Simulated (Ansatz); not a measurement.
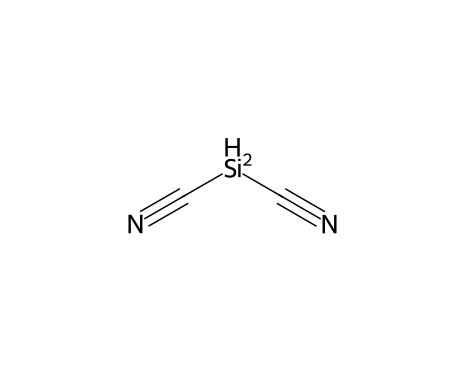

The drawing above gives the connectivity. The geometry was computed by an optimisation with PBE0-D4/def2-TZVP.

Describe the 3D structure.

It has 7 atoms: 2 carbon, 2 hydrogen, 2 nitrogen and 1 silicon (C₂H₂N₂Si). Its SMILES string is `N#C[SiH2]C#N`. It has no ring. Among its groups: nitrile, Si–H bond. This geometry has C2v symmetry. Coordination: 2 C linear; 1 Si tetrahedral.

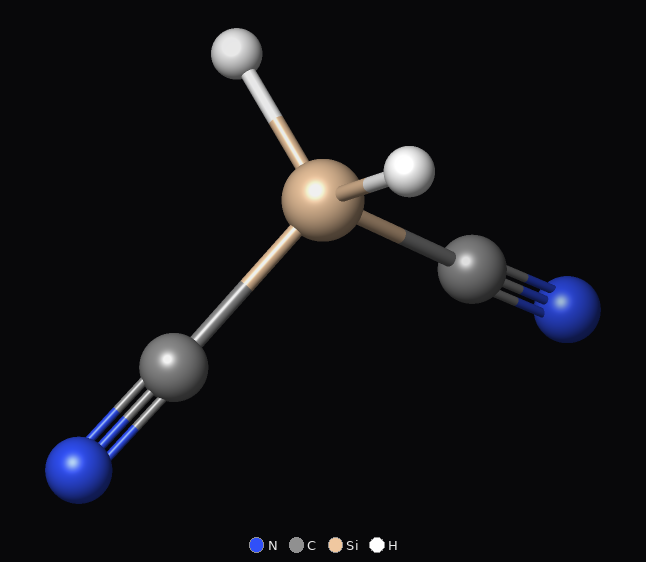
